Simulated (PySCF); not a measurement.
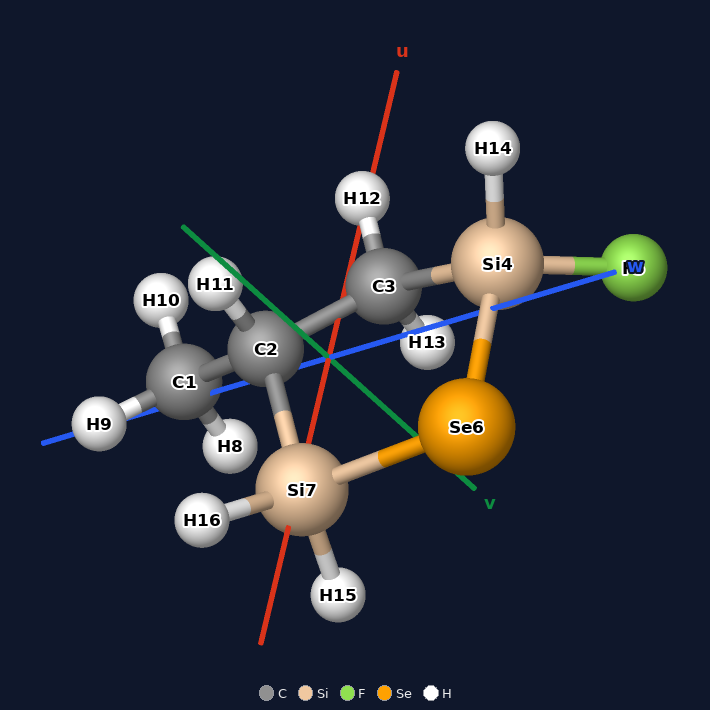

The lines u, v and w are the principal axes of the static dipole polarisability. The computed structure is the end point of a GFN2-xTB optimisation. No frequency run is at hand to confirm it as a minimum. Computed with CAM-B3LYP/def2-SVPD (PySCF 2.14.0).

### Along which axis is the molecule most polarisable, and along which least?

Most along w (nearly parallel to the Se6–Si7 bond), least along v.

### Give the three principal values.

u 116.3, v 89.3, w 124.7 bohr³; mean 110.1, anisotropy 32.1 bohr³.

The geometry is semi-empirical. Around Se, Si such bond lengths and angles can be off by a tenth of an ångström or more and by several degrees, and values that hang on the shape move with them.
